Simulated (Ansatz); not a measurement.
Pulling on the Te1–F2 bond in F2Te (SMILES F[Te]F) (multiplicity 1 held, fragments rigid). Energies count from the point at 1.907 Å.
Geometry at that point (charge 0, multiplicity 1):
```tsv
atom	x (Å)	y (Å)	z (Å)
Te	0.0413	-0.0263	0.3272
F	0.5966	1.2887	-0.9380
F	-0.8352	-1.1366	-0.9523
```

R- and RO- levels are restricted; in cc, def2 and unpolarised 6-31G sets they are followed outwards from rest. Unrestricted levels (U-) break spin symmetry where that is lower. Levels need not reach the same state.

Correlated levels freeze the cores. Filled d and f shells under p-block atoms count as core.

Run with Ansatz (Gaussian basis) for Hartree–Fock, density functionals and correlated methods.  In def2 rows elements past Kr take small-core potentials, without spin–orbit coupling.

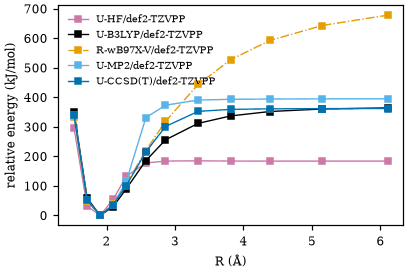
Relative energy along the coordinate

### Question
Read off the U-HF/def2-TZVPP curve at R = 3.338.

### Answer
about 190 kJ/mol

Doubts at one or more of the structures used: a spin-contaminated determinant (U-HF/def2-TZVPP, U-B3LYP/def2-TZVPP, U-MP2/def2-TZVPP, U-CCSD(T)/def2-TZVPP); a restricted determinant that unrestricted orbitals would lower (R-wB97X-V/def2-TZVPP); T1 above 0.05 (U-CCSD(T)/def2-TZVPP).

Ansatz is a first-principles code.
